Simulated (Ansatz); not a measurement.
# AlO (quartet): correlated methods under varied settings at distance Al1–O2 = 6.213 Å

Aim: run AlO (quartet) at one geometry under a spread of methods and options, and see what each costs and gives.

Computed with Ansatz 0.2.0, Gaussian basis. Level: the settings change from run to run.

32 further runs of the same task are left out: 10 for a known fault of the program, 16 that didn't finish, 6 set aside as unsound or not needed.

## 1. The system

The geometry derives from a PBE0/def2-TZVP stationary point (not a proven minimum). One bond is set to the value named and the two fragments are kept rigid.

2 atoms, charge 0, spin multiplicity 4.

Atoms are counted from 1 here; the program's logs count them from 0.

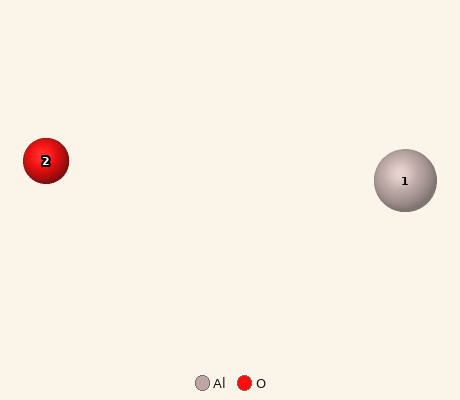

The geometry (aluminium light grey, oxygen red); atoms are numbered from 1 in the order of the file.

Geometry (Å):

```xyz
2
charge 0, multiplicity 4
Al    0.00000    0.00000    0.00000
O     0.00000    0.00000    6.21300
```

## 2. HF/6-31++G**

The input, in.yaml:

```yaml
crystal:
  periodic: [false, false, false]
  atoms:
    - {symbol: Al, position_ang: [0.000000, 0.000000, 0.000000]}
    - {symbol: O, position_ang: [0.000000, 0.000000, 6.213000]}
basis:
  gaussian: {orbitals: "6-31++G**"}
magnetization: {spin_polarized: false, initial_magnetization: 3}
hamiltonian: {xc: hf}
accuracy: high
output: {forces: true, orbitals: {seedname: orbitals}}
```

On the command line:

```
ansatz run in.yaml --threads 1 --pin off --events-out ev --progress --plain --max-ram 2393MiB
```

Standard output, shortened:

```text
Functional definition: HF
  name "HF"
  cite "Fock, Z. Phys. 61, 126 (1930) doi:10.1007/BF01340294"
  parent pbe
[...]
577 factors; integrals over basis functions are off by at most 3.3e-9 eV
[...]
mean field -8616.12110560 eV, -316.6366104143 hartree, gradient 4.2e-8 eV, S^2 3.750000; 13 other end points of the search recorded, 0 dependent functions left out
[...]
reference -8616.12110560 eV, -316.6366104143 hartree; 12, 9 occupied and 30, 33 virtual orbitals, 577 factors
Total energy: -8616.12110560 eV, -316.6366104143 hartree
Atom 0 at     0.000000     0.000000     0.000000 Å, force    -0.000000    -0.000000     0.001955 eV/Å
Atom 1 at     0.000000     0.000000     6.213000 Å, force    -0.000000     0.000000    -0.001955 eV/Å
Dipole moment:    -0.000000     0.000000     0.003704 e Å
```

Wall time 2.7 s (1 thread of Arm Neoverse V2, shared host).

## 3. NEVPT2(7,8)/6-31G

The input, in.yaml:

```yaml
crystal:
  periodic: [false, false, false]
  atoms:
    - {symbol: Al, position_ang: [0.000000, 0.000000, 0.000000]}
    - {symbol: O, position_ang: [0.000000, 0.000000, 6.213000]}
basis:
  gaussian: {orbitals: 6-31G, point_charges: [{charge: -1.00, position_ang: [4.687, -0.473, -0.656]}]}
magnetization: {spin_polarized: false, initial_magnetization: 3}
correlation: {method: sc_nevpt2, electrons: all, active_space: {window: {electrons: 7, orbitals: 8}, states: [{multiplicity: 4, weights: [1, 1, 0.5]}]}}
scf: {lower_state_search: off}
```

Same command.

Standard output, shortened:

```text
Functional definition: HF
  name "HF"
  cite "Fock, Z. Phys. 61, 126 (1930) doi:10.1007/BF01340294"
  parent pbe
[...]
351 factors; integrals over basis functions are off by at most 3.3e-8 eV
[...]
mean field -8616.18241020 eV, -316.6388633167 hartree, gradient 2.4e-6 eV, S^2 3.750000; 0 other end points of the search recorded, 0 dependent functions left out
reference -8616.18241020 eV, -316.6388633167 hartree; 12, 9 occupied and 10, 13 virtual orbitals, 351 factors
state -8616.85171749 eV, -316.6634599058 hartree
state -8616.85039369 eV, -316.6634112570 hartree
state -8616.81257328 eV, -316.6620213827 hartree
state -8616.85171749 eV, -316.6634599058 hartree; corrected -8618.29534008 eV, -316.7165120575 hartree
state -8616.85039369 eV, -316.6634112570 hartree; corrected -8618.29397006 eV, -316.7164617101 hartree
state -8616.81257328 eV, -316.6620213827 hartree; corrected -8618.26696255 eV, -316.7154692026 hartree
Total energy: -8618.28911656 eV, -316.7162833475 hartree
Checks for a lower state left out: stability, starts, cluster_reference, orbital_swaps, neighbouring_geometries, increment
```

Run time: 4.8 s. Hardware: 1 thread of Arm Neoverse V2, shared host.

From the report: 1,568 determinants; active occupations (of the averaged states) 1.91, 1.40, 1.40, 1.20, 1.00, 0.04, 0.04, 0.01.

## 4. CCSD(T) on ROHF/6-31G

The input, in.yaml:

```yaml
crystal:
  periodic: [false, false, false]
  atoms:
    - {symbol: Al, position_ang: [0.000000, 0.000000, 0.000000]}
    - {symbol: O, position_ang: [0.000000, 0.000000, 6.213000]}
basis:
  gaussian: {orbitals: 6-31G}
magnetization: {spin_polarized: false, initial_magnetization: 3}
correlation: {method: ccsd_t, electrons: all}
```

The command is unchanged.

Standard output, shortened:

```text
Functional definition: HF
  name "HF"
  cite "Fock, Z. Phys. 61, 126 (1930) doi:10.1007/BF01340294"
  parent pbe
[...]
213 factors; integrals over basis functions are off by at most 1.3e-4 eV
[...]
mean field -8616.00870659 eV, -316.6324798269 hartree, gradient 1.6e-10 eV, S^2 3.750000; 21 other end points of the search recorded, 0 dependent functions left out
[...]
determinant -8616.00870659 eV, -316.6324798269 hartree, with singles and doubles -8618.53838132 eV, -316.7254436583 hartree
determinant -8616.00823897 eV, -316.6324626419 hartree, with singles and doubles -8618.53781892 eV, -316.7254229906 hartree
determinant -8616.00629455 eV, -316.6323911860 hartree, with singles and doubles -8618.53579544 eV, -316.7253486289 hartree
determinant -8616.00545365 eV, -316.6323602834 hartree, with singles and doubles -8618.53491682 eV, -316.7253163404 hartree
determinant -8616.00346758 eV, -316.6322872966 hartree, with singles and doubles -8618.53292343 eV, -316.7252430847 hartree
determinant -8616.00870659 eV, -316.6324798269 hartree, with singles and doubles -8618.53851220 eV, -316.7254484682 hartree
determinant -8616.00823897 eV, -316.6324626419 hartree, with singles and doubles -8618.53796666 eV, -316.7254284198 hartree
determinant -8616.00629455 eV, -316.6323911860 hartree, with singles and doubles -8618.53593354 eV, -316.7253537043 hartree
determinant -8616.00545365 eV, -316.6323602834 hartree, with singles and doubles -8618.53505330 eV, -316.7253213558 hartree
determinant -8616.00346758 eV, -316.6322872966 hartree, with singles and doubles -8618.53306686 eV, -316.7252483557 hartree
reference -8616.00870659 eV, -316.6324798269 hartree; 12, 9 occupied and 10, 13 virtual orbitals, 213 factors
second order -1.93208089 eV of doubles, -0.03344086 eV of singles
cycle   1  -2.52980463 eV  change    9.8e-7 eV  update   5.0e-6
perturbative correction -0.01517758 eV, -0.0005577659 hartree
Total energy: -8618.55368881 eV, -316.7260061982 hartree
```

It took 2.6 s on 1 thread of Arm Neoverse V2, shared host.

From the report: correlation -2.5450 eV; T1 0.007; largest double amplitude 0.11.

## 5. MP2 on ROHF/6-31G

Edit in.yaml of step 4 so:

```diff
@@ -8,2 +8,2 @@
 magnetization: {spin_polarized: false, initial_magnetization: 3}
-correlation: {method: ccsd_t, electrons: all}
+correlation: {method: mp2, electrons: all}
```

Same command.

Standard output, shortened:

```text
Functional definition: HF
  name "HF"
  cite "Fock, Z. Phys. 61, 126 (1930) doi:10.1007/BF01340294"
  parent pbe
[...]
213 factors; integrals over basis functions are off by at most 1.3e-4 eV
[...]
mean field -8616.00870659 eV, -316.6324798269 hartree, gradient 1.6e-10 eV, S^2 3.750000; 20 other end points of the search recorded, 0 dependent functions left out
[...]
reference -8616.00870659 eV, -316.6324798269 hartree; 12, 9 occupied and 10, 13 virtual orbitals, 213 factors
second order -1.93208089 eV of doubles, -0.03344086 eV of singles
Total energy: -8617.97422835 eV, -316.7047114191 hartree
```

It took 1.1 s on 1 thread of Arm Neoverse V2, shared host.

## 6. HF/def2-SVP

The input, in.yaml:

```yaml
crystal:
  periodic: [false, false, false]
  atoms:
    - {symbol: Al, position_ang: [0.000000, 0.000000, 0.000000]}
    - {symbol: O, position_ang: [0.000000, 0.000000, 6.213000]}
basis:
  gaussian: {orbitals: def2-SVP, point_charges: [{charge: 0.50, position_ang: [2.736, -0.627, 0.769]}]}
magnetization: {spin_polarized: true, initial_magnetization: 3}
hamiltonian: {xc: hf}
output: {forces: true, orbitals: {seedname: orbitals}}
```

The command is unchanged.

Standard output, shortened:

```text
Functional definition: HF
  name "HF"
  cite "Fock, Z. Phys. 61, 126 (1930) doi:10.1007/BF01340294"
  parent pbe
[...]
284 factors; integrals over basis functions are off by at most 7.9e-5 eV
[...]
mean field -8613.17473843 eV, -316.5283334179 hartree, gradient 7.6e-9 eV, S^2 3.763103; 3 other end points of the search recorded, 0 dependent functions left out
[...]
reference -8613.17473843 eV, -316.5283334179 hartree; 12, 9 occupied and 20, 23 virtual orbitals, 284 factors
Total energy: -8613.17473843 eV, -316.5283334179 hartree
Atom 0 at     0.000000     0.000000     0.000000 Å, force     0.366938    -0.084090     0.105160 eV/Å
Atom 1 at     0.000000     0.000000     6.213000 Å, force     0.000607    -0.000139    -0.003235 eV/Å
Dipole moment:    -0.335335     0.076848    -0.088919 e Å
```

It took 0.51 s on 1 thread of Arm Neoverse V2, shared host.

From the report: ⟨S²⟩ of the determinant 3.763 (pure quartet: 3.75).

## 7. NEVPT2(5,6)/6-31G*

The input, in.yaml:

```yaml
crystal:
  periodic: [false, false, false]
  atoms:
    - {symbol: Al, position_ang: [0.000000, 0.000000, 0.000000]}
    - {symbol: O, position_ang: [0.000000, 0.000000, 6.213000]}
basis:
  gaussian: {orbitals: "6-31G*"}
magnetization: {spin_polarized: false, initial_magnetization: 3}
correlation: {method: sc_nevpt2, electrons: outside_noble_gas, active_space: {window: {electrons: 5, orbitals: 6}}}
scf: {lower_state_search: off}
```

The command is unchanged.

Standard output, shortened:

```text
Functional definition: HF
  name "HF"
  cite "Fock, Z. Phys. 61, 126 (1930) doi:10.1007/BF01340294"
  parent pbe
[...]
290 factors; integrals over basis functions are off by at most 9.9e-5 eV
[...]
mean field -8616.04198976 eV, -316.6337029607 hartree, gradient 5.7e-7 eV, S^2 3.750000; 0 other end points of the search recorded, 0 dependent functions left out
reference -8616.04198976 eV, -316.6337029607 hartree; 12, 9 occupied and 22, 25 virtual orbitals, 290 factors
state -8616.70220606 eV, -316.6579654624 hartree
state -8616.70220606 eV, -316.6579654624 hartree; corrected -8619.90687768 eV, -316.7757349720 hartree
Total energy: -8619.90687768 eV, -316.7757349720 hartree
Checks for a lower state left out: stability, starts, cluster_reference, orbital_swaps, neighbouring_geometries, increment
```

Run time: 1.6 s. Hardware: 1 thread of Arm Neoverse V2, shared host.

From the report: 44 determinants; active occupations 1.91, 1.00, 1.00, 1.00, 0.04, 0.04.

## 8. HF/6-31G

The input, in.yaml:

```yaml
crystal:
  periodic: [false, false, false]
  atoms:
    - {symbol: Al, position_ang: [0.000000, 0.000000, 0.000000]}
    - {symbol: O, position_ang: [0.000000, 0.000000, 6.213000]}
basis:
  gaussian: {orbitals: 6-31G}
magnetization: {spin_polarized: false, initial_magnetization: 3}
hamiltonian: {xc: hf}
output: {forces: true, orbitals: {seedname: orbitals}}
```

The command is unchanged.

Standard output, shortened:

```text
Functional definition: HF
  name "HF"
  cite "Fock, Z. Phys. 61, 126 (1930) doi:10.1007/BF01340294"
  parent pbe
[...]
213 factors; integrals over basis functions are off by at most 1.3e-4 eV
[...]
mean field -8616.00870659 eV, -316.6324798269 hartree, gradient 2.8e-11 eV, S^2 3.750000; 13 other end points of the search recorded, 0 dependent functions left out
[...]
reference -8616.00870659 eV, -316.6324798269 hartree; 12, 9 occupied and 10, 13 virtual orbitals, 213 factors
Total energy: -8616.00870659 eV, -316.6324798269 hartree
Atom 0 at     0.000000     0.000000     0.000000 Å, force    -0.000000    -0.000000     0.002481 eV/Å
Atom 1 at     0.000000     0.000000     6.213000 Å, force    -0.000000     0.000000    -0.002481 eV/Å
Dipole moment:     0.000000     0.000000     0.002852 e Å
```

Wall time 0.6 s (1 thread of Arm Neoverse V2, shared host).

## 9. CCSDT(Q)/B on ROHF/6-31G

Edit in.yaml of step 8 so:

```diff
@@ -8,3 +8,2 @@
 magnetization: {spin_polarized: false, initial_magnetization: 3}
-hamiltonian: {xc: hf}
-output: {forces: true, orbitals: {seedname: orbitals}}
+correlation: {method: ccsdt_q_b, electrons: valence}
```

The command is unchanged.

Standard output, shortened:

```text
Functional definition: HF
  name "HF"
  cite "Fock, Z. Phys. 61, 126 (1930) doi:10.1007/BF01340294"
  parent pbe
[...]
351 factors; integrals over basis functions are off by at most 3.3e-8 eV
[...]
mean field -8616.00871185 eV, -316.6324800201 hartree, gradient 1.6e-10 eV, S^2 3.750000; 21 other end points of the search recorded, 0 dependent functions left out
[...]
determinant -8616.00871185 eV, -316.6324800201 hartree, with singles and doubles -8618.43393117 eV, -316.7216051861 hartree
determinant -8616.00824702 eV, -316.6324629379 hartree, with singles and doubles -8618.43324750 eV, -316.7215800618 hartree
determinant -8616.00629968 eV, -316.6323913745 hartree, with singles and doubles -8618.43124989 eV, -316.7215066510 hartree
determinant -8616.00545878 eV, -316.6323604720 hartree, with singles and doubles -8618.43037118 eV, -316.7214743591 hartree
[...]
determinant -8616.00629968 eV, -316.6323913745 hartree, with singles and doubles -8618.43153187 eV, -316.7215170135 hartree
determinant -8616.00545878 eV, -316.6323604720 hartree, with singles and doubles -8618.43065765 eV, -316.7214848865 hartree
determinant -8616.00347606 eV, -316.6322876084 hartree, with singles and doubles -8618.42867152 eV, -316.7214118975 hartree
[...]
6 core orbitals not correlated: weight in the atoms' cores, before any rotation towards them, 1.000 or more for the frozen orbitals, at most 0.000 for the correlated occupied ones
reference -8616.00871185 eV, -316.6324800201 hartree; 6, 3 occupied and 10, 13 virtual orbitals, 351 factors
second order -1.82038413 eV of doubles, -0.03236248 eV of singles
cycle   1  -2.22297174 eV  change   -3.7e-1 eV  update   6.1e-2
[...]
cycle  12  -2.44104403 eV  change   -2.6e-9 eV  update   8.8e-7
perturbative correction -0.00060214 eV, -0.0000221281 hartree
Total energy: -8618.45035802 eV, -316.7222088617 hartree
```

Run time: 6.5 s. Hardware: 1 thread of Arm Neoverse V2, shared host.

From the report: correlation -2.4416 eV; T1 0.010; largest double amplitude 0.11.

## 10. CCSD on ROHF/6-31G

Edit in.yaml of step 9 so:

```diff
@@ -8,2 +8,3 @@
 magnetization: {spin_polarized: false, initial_magnetization: 3}
-correlation: {method: ccsdt_q_b, electrons: valence}
+correlation: {method: ccsd, electrons: valence}
+output: {forces: true}
```

The command is unchanged.

Standard output, shortened:

```text
Functional definition: HF
  name "HF"
  cite "Fock, Z. Phys. 61, 126 (1930) doi:10.1007/BF01340294"
  parent pbe
[...]
213 factors; integrals over basis functions are off by at most 1.3e-4 eV
[...]
mean field -8616.00870659 eV, -316.6324798269 hartree, gradient 1.6e-10 eV, S^2 3.750000; 21 other end points of the search recorded, 0 dependent functions left out
[...]
determinant -8616.00870659 eV, -316.6324798269 hartree, with singles and doubles -8618.43388616 eV, -316.7216035320 hartree
determinant -8616.00823897 eV, -316.6324626419 hartree, with singles and doubles -8618.43319951 eV, -316.7215782980 hartree
determinant -8616.00629455 eV, -316.6323911860 hartree, with singles and doubles -8618.43120528 eV, -316.7215050116 hartree
determinant -8616.00545365 eV, -316.6323602834 hartree, with singles and doubles -8618.43032641 eV, -316.7214727137 hartree
[...]
determinant -8616.00545365 eV, -316.6323602834 hartree, with singles and doubles -8618.43061294 eV, -316.7214832435 hartree
determinant -8616.00346758 eV, -316.6322872966 hartree, with singles and doubles -8618.42862318 eV, -316.7214101210 hartree
6 core orbitals not correlated: weight in the atoms' cores, before any rotation towards them, 1.000 or more for the frozen orbitals, at most 0.000 for the correlated occupied ones
reference -8616.00870659 eV, -316.6324798269 hartree; 6, 3 occupied and 10, 13 virtual orbitals, 213 factors
second order -1.82033432 eV of doubles, -0.03236279 eV of singles
cycle   1  -2.42535739 eV  change    6.8e-7 eV  update   4.8e-6
[...]
cycle   4  -2.42535861 eV  change  -3.0e-10 eV  update  5.8e-10
[...]
Total energy: -8618.43406520 eV, -316.7216101117 hartree
Atom 0 at     0.000000     0.000000     0.000000 Å, force    -0.000000    -0.000000     0.003228 eV/Å
Atom 1 at     0.000000     0.000000     6.213000 Å, force     0.000000     0.000000    -0.003228 eV/Å
Dipole moment:    -0.000000    -0.000000     0.002633 e Å
```

Run time: 1.8 s. Hardware: 1 thread of Arm Neoverse V2, shared host.

From the report: correlation -2.4254 eV; T1 0.010; largest double amplitude 0.11.

## 11. The runs in one table

Where basis and cores are those of an earlier FCI/6-31G run (-8618.4515 eV), and the state is the same kind, the miss against it is given.

| level | correlated | functions | energy (eV) | from FCI (meV) | time |
| --- | --- | --- | --- | --- | --- |
| HF/6-31++G** |  | 42 | -8616.1211 |  | 2.7 s |
| NEVPT2(7,8)/6-31G (mean of several states, beside a point charge) | all | 22 | -8618.2891 |  | 4.8 s |
| CCSD(T) on ROHF/6-31G | all | 22 | -8618.5537 |  | 2.6 s |
| MP2 on ROHF/6-31G | all | 22 | -8617.9742 |  | 1.1 s |
| HF/def2-SVP (beside a point charge) |  | 32 | -8613.1747 |  | 0.51 s |
| NEVPT2(5,6)/6-31G* | outside noble gas | 34 | -8619.9069 |  | 1.6 s |
| HF/6-31G |  | 22 | -8616.0087 | 2442.8 | 0.6 s |
| CCSDT(Q)/B on ROHF/6-31G | valence | 22 | -8618.4504 | 1.1 | 6.5 s |
| CCSD on ROHF/6-31G | valence | 22 | -8618.4341 | 17.4 | 1.8 s |

## 12. Outcome

| quantity | value |
| --- | --- |
| runs | 9 |
| quickest | HF/def2-SVP (beside a point charge), 0.51 s |
| slowest | CCSDT(Q)/B on ROHF/6-31G, 6.5 s |

What this shows: Total energies in different bases, with other cores or another treatment of relativity can't be set against each other. CCSDT(Q)/B on ROHF/6-31G took 13 times as long as HF/def2-SVP (beside a point charge); the jobs differ in more than the method. Among the correlated runs with a miss given, it spans +1 to +17 meV. Hartree-Fock, CASSCF and CASCI lack dynamic correlation by design.
